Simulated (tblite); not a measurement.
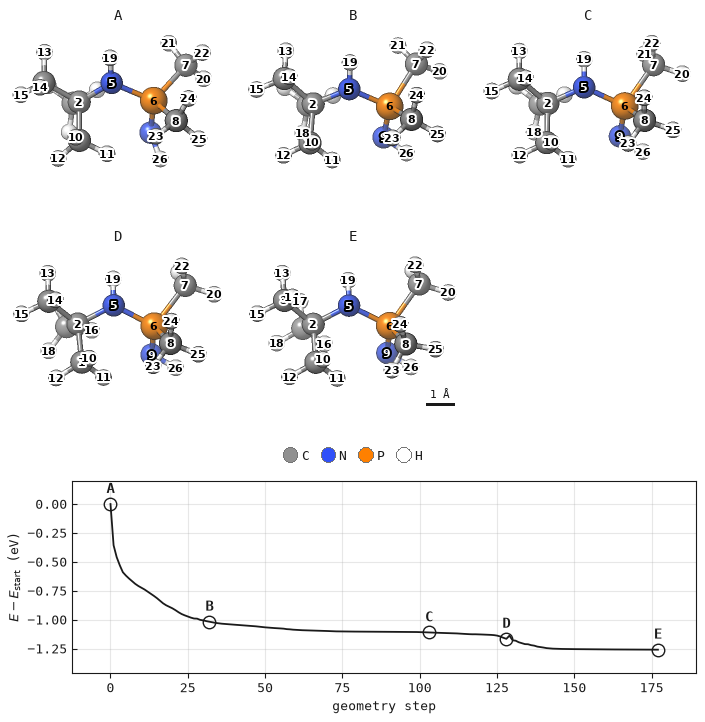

Frames of a relaxation of C6H17N2P, marked on the history of the run. The picture is a ball-and-stick view, seen from a free direction.

All numbers below come from GFN2-xTB geometry optimisation, gas phase in tblite. 

Q: What happens along the run?

A: After 177 geometry steps the energy has fallen by 1.259 eV. An H atom moves most after the best rigid fit: 1.22 Å. Largest moves by element: H 1.22 Å, N 0.30 Å, C 0.29 Å, P 0.23 Å. Some distances before and after: C–N 1.415 → 1.463 Å, C–H 1.126 → 1.086 Å, C–P 1.818 → 1.856 Å, N–P 1.709 → 1.671 Å. Among the angles between lasting bonds that change: N–P–C 112.9° → 99.7°, C–P–N 107.0° → 118.5°, P–N–H 120.3° → 109.4°. Groups turn about C–C by about 50°, N–P by about 50°, C–P by about 40°. From step 0 to 32: an H atom moves most (0.64 Å), energy −1.017 eV. From step 32 to 103: an H atom moves most (0.67 Å), energy −0.093 eV. From step 103 to 128: an H atom moves most (0.60 Å), energy −0.055 eV. From step 128 to 177: an H atom moves most (0.49 Å), energy −0.094 eV.

```
step  E − E(0), eV
   0        0.0000
   1       -0.3562
   2       -0.4588
   3       -0.5291
   4       -0.5892
   5       -0.6187
   6       -0.6439
   7       -0.6668
   8       -0.6898
   9       -0.7081
  10       -0.7231
  19       -0.8881
  28       -0.9905
  36       -1.0342
  45       -1.0522
  54       -1.0731
  63       -1.0915
  72       -1.0996
  80       -1.1026
  89       -1.1043
  98       -1.1057
 107       -1.1138
 115       -1.1235
 124       -1.1329
 133       -1.2022
 142       -1.2477
 151       -1.2543
 159       -1.2565
 168       -1.2577
 177       -1.2586
```
